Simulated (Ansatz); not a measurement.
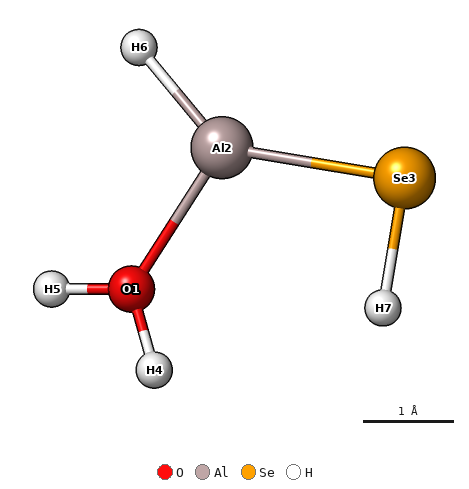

Figure 1. The structure (ball-and-stick view, seen at a tilt; atoms are numbered from 1 in the order of the input). Sticks mark near contacts. Bond lengths as drawn: Al–H 1.55 Å, Al–O 1.88 Å, Al–Se 2.26 Å, H–O 0.97 Å and H–Se 1.47 Å.

**AlH4SeO (charge +1): single-point calculation**

System: AlH4SeO, charge +1.
Method: RKS PBE0-D4/def2-TZVPP (Ansatz 0.2.0).

The geometry is a minimum found at another level. The geometry comes from this level: PBE0-D4/def2-TZVP.

Log:
```
Functional definition: PBE0
  name "PBE0"
  cite "Adamo & Barone, J. Chem. Phys. 110, 6158 (1999) doi:10.1063/1.478522"
  cite "Perdew, Burke & Ernzerhof, Phys. Rev. Lett. 77, 3865 (1996) doi:10.1103/PhysRevLett.77.3865"
  parent pbe
  parameter a = 0.25
  parameter kappa = 0.804
  parameter beta = 0.06672455060314922
  exchange = (1 - a)*pbe_x(kappa = kappa, mu = beta*pi^2/3) + a*exact_x
  correlation = pbe_c(beta = beta)
1099 factors; their error is unknown
mean field evaluation 1: about -74032.2598 eV, gradient 7.6e1 eV
mean field evaluation 2: about -74021.9426 eV, gradient 1.1e2 eV
mean field evaluation 4: about -74041.1591 eV, gradient 4.7e0 eV
mean field evaluation 8: about -74041.2007 eV, gradient 6.2e-2 eV
mean field -74041.62921581 eV, -2720.9796864623 hartree, gradient 8.2e-5 eV, S^2 0.000000; 0 other end points of the search recorded, 0 dependent functions left out
reference -74041.62924525 eV, -2720.9796875442 hartree; 29, 29 occupied and 148, 148 virtual orbitals, 1099 factors
Total energy: -74041.71700384 eV, -2720.9829126128 hartree
```

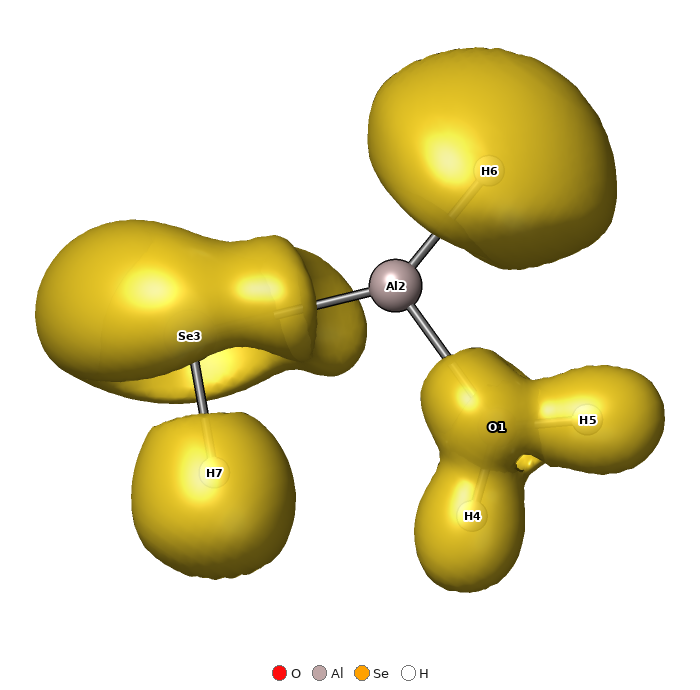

Figure 2. Isosurface of the ELF at 0.75 (yellow), seen at an oblique angle. Only the valence region is drawn (cores and ρ < 0.01 e/Å³ removed). Along the contacts the grid gives the following. Al–O (1.88 Å): the ELF peaks at about 0.90 in the valence shell of O, 0.6 Å from its nucleus, and is about 0.55 at the midpoint. Al–Se (2.26 Å): the ELF peaks at about 0.85 in the valence shell of Se, 1.1 Å from its nucleus, and is about 0.85 at the midpoint.

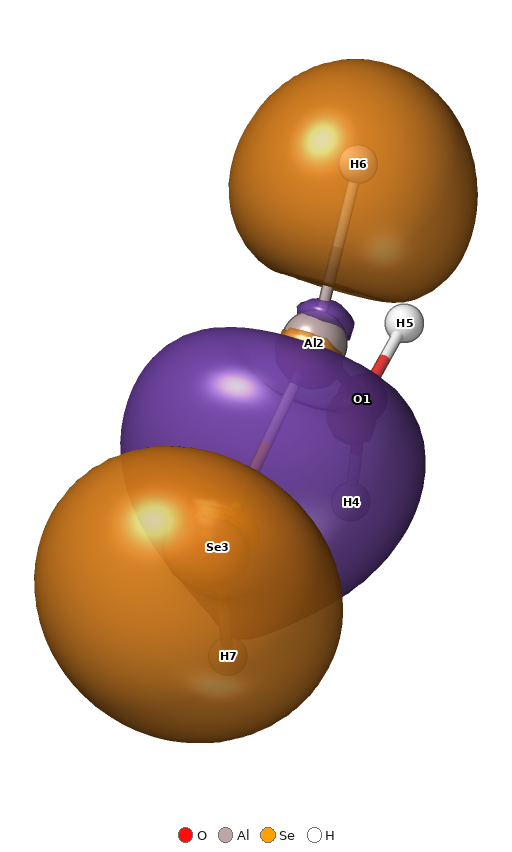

Figure 3. One frontier orbital at ±0.1 Å⁻³ᐟ² (orange and purple are the two phases), seen at an oblique angle. The HOMO−1, at −13.69 eV.

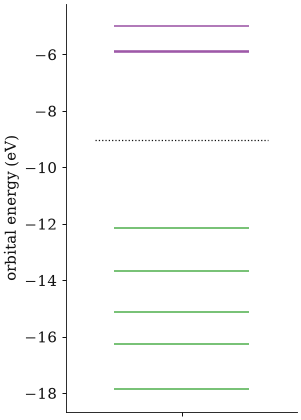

Figure 4. Orbital energies near the frontier; the dotted line parts filled from empty levels, and levels within 0.02 eV of each other stand side by side. Highest filled −12.15 eV, lowest empty −5.93 eV, 6.22 eV apart.

The run was set up as follows.

The input:
```yaml
crystal:
  periodic: [false, false, false]
  atoms:
    - {symbol: O, position_ang: [-1.129838, 0.109415, 0.086891]}
    - {symbol: Al, position_ang: [0.657398, 0.698664, -0.004113]}
    - {symbol: Se, position_ang: [2.160392, -0.979217, -0.217335]}
    - {symbol: H, position_ang: [-1.458405, -0.800324, 0.050506]}
    - {symbol: H, position_ang: [-1.875095, 0.722316, 0.179488]}
    - {symbol: H, position_ang: [0.549780, 2.246295, 0.099864]}
    - {symbol: H, position_ang: [1.095778, -1.997139, -0.195302]}
basis:
  gaussian: {orbitals: def2-TZVPP}
total_charge: 1
hamiltonian: {xc: pbe0, dispersion: d4}
output: {orbitals: {seedname: orbitals}}
```

Launched with:
```bash
ansatz run in.yaml --threads 2 --pin off --events-out ev --progress --plain --max-ram 4352MiB
```

Key numbers:

```tsv
quantity	value
outcome	converged
total energy	−74041.7170 eV
mean-field energy	−74041.6292 eV
dispersion energy	−0.0878 eV
SCF solution under orbital rotations	stable
HOMO	−12.15 eV
LUMO	−5.93 eV
hardware	2 threads of Arm Neoverse V1, 95 GiB of memory available, shared host
wall time	3.4 s (CPU time 6.5 s)
peak memory	0.38 GiB
```
